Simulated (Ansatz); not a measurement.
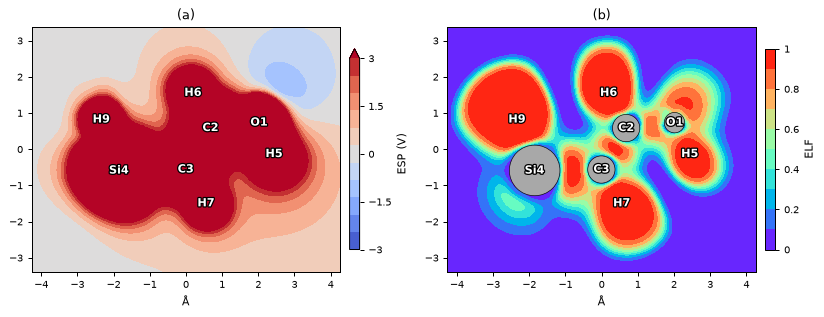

The picture shows: C$_{2}$H$_{6}$OSi. (a) molecular electrostatic potential; (b) electron localisation function on the plane of atoms C2, C3 and Si4. Grey discs cover the atomic cores in the ELF map.

Geometry: PBE0-D4/def2-TZVP.

These are results of RKS PBE0-D4/def2-TZVPP (Ansatz), not measurements.

```yaml
atoms:
  - { symbol: O, position_ang: [-0.9523, 2.1583, -0.7868] }
  - { symbol: C, position_ang: [-0.3518, 1.1804, -0.0846] }
  - { symbol: C, position_ang: [-0.1852, -0.0918, -0.4514] }
  - { symbol: Si, position_ang: [0.6669, -1.3095, 0.6402] }
  - { symbol: H, position_ang: [-1.2603, 1.8024, -1.6277] }
  - { symbol: H, position_ang: [0.0024, 1.5636, 0.8679] }
  - { symbol: H, position_ang: [-0.5677, -0.4045, -1.4232] }
  - { symbol: H, position_ang: [-0.2234, -2.4498, 0.9926] }
  - { symbol: H, position_ang: [1.0800, -0.6158, 1.8902] }
  - { symbol: H, position_ang: [1.8745, -1.8844, -0.0144] }
```

**Describe what can be read from this map.**

Atoms in the plane: O, C, Si and H. C–C (1.33 Å): the ELF peaks at about 0.95 between the atoms: a multiple bond. C–O (1.35 Å): the ELF peaks at about 0.90 between the atoms, as expected for a polar covalent bond. C–Si (1.84 Å): the ELF peaks at about 0.95 between the atoms; localised, covalent bonding. O–H (0.96 Å): the ELF climbs to about 1 towards the hydrogen, as it does in any bond to H; an ordinary covalent bond to hydrogen. C–H (1.09 Å): the ELF climbs to about 1 towards the hydrogen: a covalent bond by its length. The ELF also peaks beside O1, away from the bonds: lone-pair regions. Outside the dense part of the molecule the potential is most negative (−1.3 V) near O1.
